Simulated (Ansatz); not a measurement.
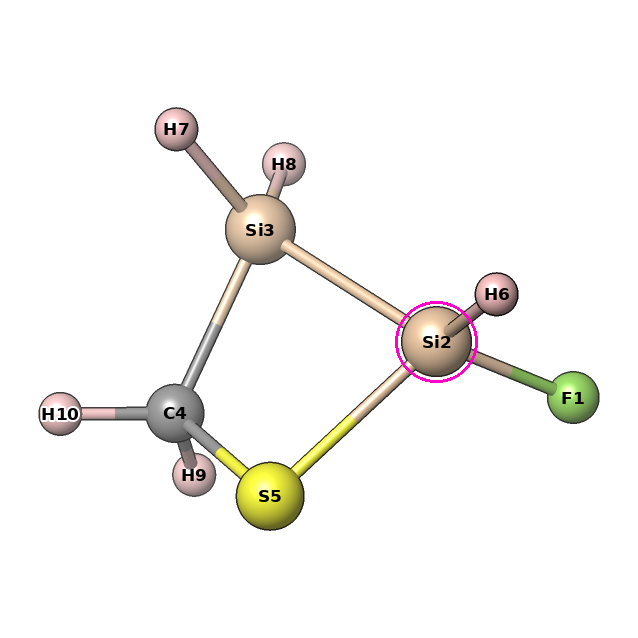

Distant atoms are faded towards the background colour. Circles mark the stereogenic atoms. The computed structure is the end point of a PBE-D4/def2-SVP optimisation. No frequency run is at hand to confirm it as a minimum.

Q: What are the Cahn–Ingold–Prelog descriptors?

A: Si2: S (priorities S5 > Si3 > F1 > H6).
